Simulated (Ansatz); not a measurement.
# FH3NOSi: vertical spin-state energies

A script is to give vertical spin-state energies; the system is FH3NOSi. SMILES: N[Si](O)F.

Program: Ansatz 0.2.0, driven from Python. Level of theory: r2SCAN/6-31G*. These are calculated values, not measurements.

## (1) The structure

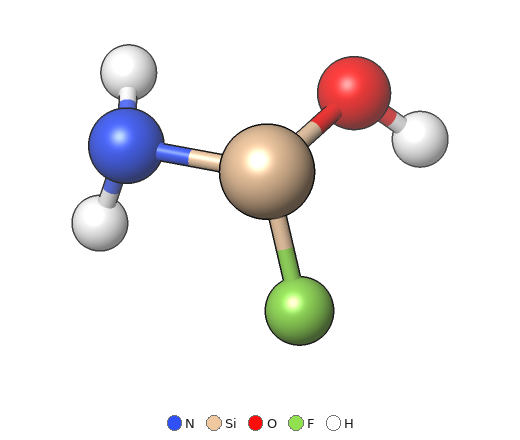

The starting structure, viewed from a chosen angle; nitrogen blue, silicon light orange, oxygen red, fluorine green, hydrogen white.

No structure file is read: the coordinates are typed or built in the script.

## (2) The script

Input file fh3nosi.py:

```python
"""Vertical spin-state energies of FH3NOSi."""

import ansatz as az
from ase import Atoms

BASIS_SET = "6-31G*"
XC = "r2SCAN"


def main() -> None:
    atoms = Atoms(["N", "Si", "O", "F", "H", "H", "H"], positions=[
        (-0.3701, 1.1497, 0.3017),
        (0.0974, -0.3198, 0.845),
        (1.2213, -0.683, -0.2939),
        (-1.0486, -1.2881, 0.5254),
        (0.2995, 1.5233, -0.3675),
        (-1.2403, 1.0493, -0.2886),
        (1.102, -1.4995, -0.7678),
    ])
    mol = az.Crystal.molecule_from_ase(atoms)

    base = mol.calculation().basis(gaussian=BASIS_SET).functional(XC)
    found = {}
    for unpaired in [1, 3]:
        summary = base.spin("collinear", total=unpaired).run(threads=1).report
        s = unpaired / 2
        found[unpaired] = summary["free_energy_ev"]
        print(f"2S+1 = {unpaired + 1}: E = {found[unpaired]:.5f} eV, <S^2> = {abs(summary['mean_field']['state']['spin_squared']):.3f} (pure state {s * (s + 1):.2f})")
    lowest = min(found, key=found.get)
    for unpaired, e in found.items():
        print(f"multiplicity {unpaired + 1}: {(e - found[lowest]):.3f} eV above the lowest")


if __name__ == "__main__":
    main()
```

## (3) The run

On the command line:

```console
> python fh3nosi.py
```

Standard output:

```text
2S+1 = 2: E = -14177.25715 eV, <S^2> = 0.752 (pure state 0.75)
2S+1 = 4: E = -14170.42834 eV, <S^2> = 3.757 (pure state 3.75)
multiplicity 2: 0.000 eV above the lowest
multiplicity 4: 6.829 eV above the lowest
```

It took 22 s on 1 thread of Arm Neoverse V1, shared host; peak memory 0.26 GiB.

## (4) The runs side by side

From the records of these 2 runs:

```
run  2S+1  energy from run 1 (eV)  <S²>  SCF cycles  CPU time (s)
  1     2                  0.0000  0.75          19           6.4
  2     4                  6.8288  3.76          54            15
```

## (5) Results

| quantity | value |
| --- | --- |
| runs compared | 2 |
| lowest | run 1 (2S+1 = 2) |
| next above it by | 6.829 eV |

**Reading.** In order: multiplicity 2 (+0.00 eV) and multiplicity 4 (+6.83 eV), all at the one geometry. What to keep in mind:
- The geometry is a force-field or estimated start, not a minimum of this method, and the basis set is short of its limit. All parts are taken at fixed geometry, without zero-point energy.
- The species is open-shell (spin multiplicity 2).
